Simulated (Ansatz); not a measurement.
**One shape, several levels: [SiH3]+ (SMILES [SiH3+])**

Wanted: a comparison of 6 runs (r2SCAN/3-21G, wB97M-V/3-21G, BHLYP/6-31G*, UPBE/6-31G*, RPA@PBE/3-21G, MP2/3-21G) of [SiH3]+. 

The results are computed with Ansatz 0.2.0.

2 further runs of the same task are left out: 2 that didn't finish.

### 1 Starting point

The species is [SiH3]+ (4 atoms), meant as a singlet with charge +1. SMILES: `[SiH3+]`. The H3–Si1 distance was set to 2.208 Å, away from the relaxed value. At this shape a bond of the SMILES string is far longer than usual.

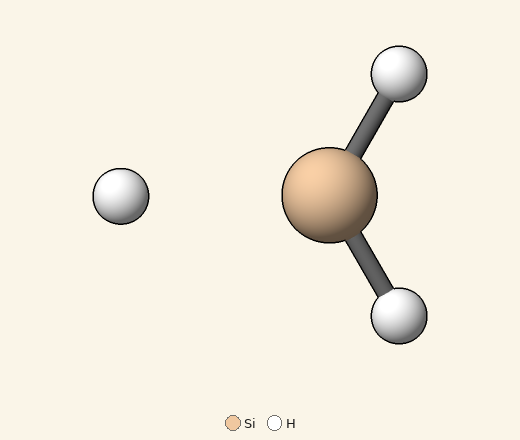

The structure, seen from a chosen angle (silicon light orange, hydrogen white).

### 2 A single-point energy at r2SCAN/3-21G (run 1)

run.yaml reads:

```yaml
basis:
  gaussian:
    orbitals: 3-21G.json
crystal:
  periodic: [false, false, false]
  atoms:
    - symbol: Si
      position_ang: [0.059200, 0.733596, 0.004950]
    - symbol: H
      position_ang: [0.746100, 1.408996, 1.117950]
    - symbol: H
      position_ang: [-0.118400, -1.467200, -0.009900]
    - symbol: H
      position_ang: [-0.509300, 1.525296, -1.098150]
total_charge: 1
accuracy: high
hamiltonian:
  xc: r2scan
```

The basis set 3-21G is read from a file made from the Basis Set Exchange's data (not shown).

Launch:

```
$ ansatz run run.yaml --threads 1 --pin off --max-ram 2610MiB --events-out events.jsonl --progress --plain --runs-dir runs
```

Output:

```text
Warning: RAYON_NUM_THREADS=1 ignored (pool sized by the plan → 1); use --threads N
Functional definition: r2SCAN
  name "r2SCAN"
  parameter k0 = 0.174
  parameter k1 = 0.065
  parameter a1 = 4.9479
  exchange = r2scan_x(k0 = k0, k1 = k1, a1 = a1)
  correlation = r2scan_c
373 factors; integrals over basis functions are off by at most 4.1e-9 eV
mean field evaluation 1: about -7870.4602 eV, gradient 9.3e0 eV
mean field evaluation 2: about -7869.6536 eV, gradient 1.4e1 eV
mean field evaluation 4: about -7870.9738 eV, gradient 3.0e-1 eV
mean field evaluation 8: about -7870.9567 eV, gradient 7.3e-3 eV
mean field evaluation 16: about -7870.9567 eV, gradient 1.0e-8 eV
mean field -7870.95670856 eV, -289.2523239135 hartree, gradient 1.2e-8 eV, S^2 0.000000; 0 other end points of the search recorded, 0 dependent functions left out
reference -7870.95670909 eV, -289.2523239331 hartree; 8, 8 occupied and 11, 11 virtual orbitals, 373 factors
Total energy: -7870.95670909 eV, -289.2523239331 hartree
```

Wall time 1.6 s (1 thread of Arm Neoverse V1, shared host); peak memory 0.11 GiB.

### 3 The energy at wB97M-V/3-21G (run 2)

molecule.yaml reads:

```yaml
crystal:
  periodic: [false, false, false]
  atoms:
    - {symbol: Si, position_ang: [0.059200, 0.733596, 0.004950]}
    - {symbol: H, position_ang: [0.746100, 1.408996, 1.117950]}
    - {symbol: H, position_ang: [-0.118400, -1.467200, -0.009900]}
    - {symbol: H, position_ang: [-0.509300, 1.525296, -1.098150]}
basis:
  gaussian: {orbitals: 3-21G.json}
total_charge: 1
accuracy: high
hamiltonian: {xc: {name: wB97M-V}}
```

The basis set 3-21G is read from a file made from the Basis Set Exchange's data (not shown).

Launch:

```
$ ansatz run molecule.yaml --threads 1 --pin off --max-ram 2610MiB --events-out events.jsonl --progress --plain --runs-dir runs
```

Output, shortened:

```text
Warning: RAYON_NUM_THREADS=1 ignored (pool sized by the plan → 1); use --threads N
Functional definition: wB97M-V
  name "wB97M-V"
[...]
  gx(w, u) = 1 - cx + cx01*u + cx10*w
  gss(w, u) = css00 + css04*u^4 + css10*w + css20*w^2 + css43*w^4*u^3
  gos(w, u) = cos00 + cos10*w + (cos20 + cos21*u)*w^2 + (cos60 + cos61*u)*w^6
[...]
      + integral(e_c_pw_mod_opposite_spin*gos(b97_w_opposite, b97_u_opposite)) + vv10(b, c)
373 factors; integrals over basis functions are off by at most 4.1e-9 eV
156 factors; integrals over basis functions are off by at most 2.2e-9 eV
[...]
mean field -7871.52090568 eV, -289.2730577753 hartree, gradient 1.8e-8 eV, S^2 0.000000; 0 other end points of the search recorded, 0 dependent functions left out
reference -7871.52090879 eV, -289.2730578895 hartree; 8, 8 occupied and 11, 11 virtual orbitals, 373 factors
Total energy: -7871.52090879 eV, -289.2730578895 hartree
```

Run time: 8.4 s. Hardware: 1 thread of Arm Neoverse V1, shared host; peak memory 0.2 GiB.

### 4 The energy at BHLYP/6-31G(d) (spherical functions) (run 3)

job.yaml reads:

```yaml
crystal:
  periodic: [false, false, false]
  atoms:
    - {symbol: Si, position_ang: [0.059200, 0.733596, 0.004950]}
    - {symbol: H, position_ang: [0.746100, 1.408996, 1.117950]}
    - {symbol: H, position_ang: [-0.118400, -1.467200, -0.009900]}
    - {symbol: H, position_ang: [-0.509300, 1.525296, -1.098150]}
basis:
  gaussian: {orbitals: 6-31G_st_-spherical.json}
total_charge: 1
hamiltonian: {xc: {name: BHLYP}}
accuracy: high
```

The basis set 6-31G* is read from a file made from the Basis Set Exchange's data (not shown).

Launch:

```
$ ansatz run job.yaml --threads 1 --pin off --max-ram 2610MiB --events-out events.jsonl --progress --plain --runs-dir runs
```

Output:

```text
Warning: RAYON_NUM_THREADS=1 ignored (pool sized by the plan → 1); use --threads N
Functional definition: BHLYP
  name "BHLYP"
  parameter a = 0.5
  exchange = (1 - a)*b88_x + a*exact_x
  correlation = lyp_c
451 factors; integrals over basis functions are off by at most 3.6e-9 eV
mean field evaluation 1: about -7913.4881 eV, gradient 6.6e0 eV
mean field evaluation 2: about -7913.6740 eV, gradient 3.4e0 eV
mean field evaluation 4: about -7913.7448 eV, gradient 8.5e-2 eV
mean field evaluation 8: about -7913.7427 eV, gradient 8.1e-4 eV
mean field -7913.74265453 eV, -290.8246784266 hartree, gradient 3.8e-8 eV, S^2 0.000000; 0 other end points of the search recorded, 0 dependent functions left out
reference -7913.74267653 eV, -290.8246792351 hartree; 8, 8 occupied and 16, 16 virtual orbitals, 451 factors
Total energy: -7913.74267653 eV, -290.8246792351 hartree
```

Run time: 0.81 s. Hardware: 1 thread of Arm Neoverse V1, shared host.

Runs 4 to 5 aren't shown in full; the table further down has their settings and results.

### 5 A single-point energy at MP2/3-21G (run 6)

molecule.yaml, as its differences from that of step 3:

```diff
@@ -8,5 +8,8 @@
 basis:
-  gaussian: {orbitals: 3-21G.json}
+  gaussian:
+    orbitals: 3-21G.json
 total_charge: 1
+correlation:
+  method: mp2
+  frozen_orbitals: {H: 0, Si: 5}
 accuracy: high
-hamiltonian: {xc: {name: wB97M-V}}
```

The basis set 3-21G is read from a file made from the Basis Set Exchange's data (not shown).

Launch:

```
$ ansatz run molecule.yaml --threads 1 --pin off --max-ram 2610MiB --events-out events.jsonl --progress --plain --runs-dir runs
```

Output:

```text
Warning: RAYON_NUM_THREADS=1 ignored (pool sized by the plan → 1); use --threads N
Functional definition: HF
  name "HF"
  exchange = exact_x
  correlation = 0
373 factors; integrals over basis functions are off by at most 4.1e-9 eV
mean field evaluation 1: about -7856.1622 eV, gradient 5.6e0 eV
mean field evaluation 2: about -7856.1597 eV, gradient 5.6e0 eV
mean field evaluation 4: about -7856.3443 eV, gradient 1.6e-1 eV
mean field evaluation 8: about -7856.3443 eV, gradient 2.6e-5 eV
mean field -7856.34427193 eV, -288.7153267719 hartree, gradient 8.5e-8 eV, S^2 0.000000; 0 other end points of the search recorded, 0 dependent functions left out; unrestricted orbitals would lower it
5 core orbitals not correlated: weight in the atoms' cores, before any rotation towards them, 1.000 or more for the frozen orbitals, at most 0.000 for the correlated occupied ones
reference -7856.34427193 eV, -288.7153267719 hartree; 3, 3 occupied and 11, 11 virtual orbitals, 373 factors
second order -1.57923053 eV of doubles, -0.00000000 eV of singles
Total energy: -7857.92350246 eV, -288.7733624235 hartree
```

Wall time 0.1 s (1 thread of Arm Neoverse V1, shared host).

### 6 The series

```tsv
run	level	frozen core orbitals	energy (Eh)	wall time
1	r2SCAN/3-21G	–	-289.252324	1.6 s
2	wB97M-V/3-21G	–	-289.273058	8.4 s
3	BHLYP/6-31G* (spherical functions)	–	-290.824679	0.81 s
4	UPBE/6-31G* (spherical functions)	–	-290.673408	1.3 s
5	RPA@PBE/3-21G	5	-288.845733	0.93 s
6	MP2/3-21G	5	-288.773362	0.1 s
```

### 7 Summary of results

| quantity | value |
| --- | --- |
| run 6: total energy | -288.77336 Eh |
| run 6: correlation energy (5 core orbitals frozen) | -58.0 mEh |

Totals of different functionals can't be ranked against each other. In run 6 the log says that unrestricted orbitals would lower the reference, so the values rest on an unstable closed-shell determinant (other closed-shell runs at this shape may share the fault). All runs together took 13 s, the longest 8.4 s.
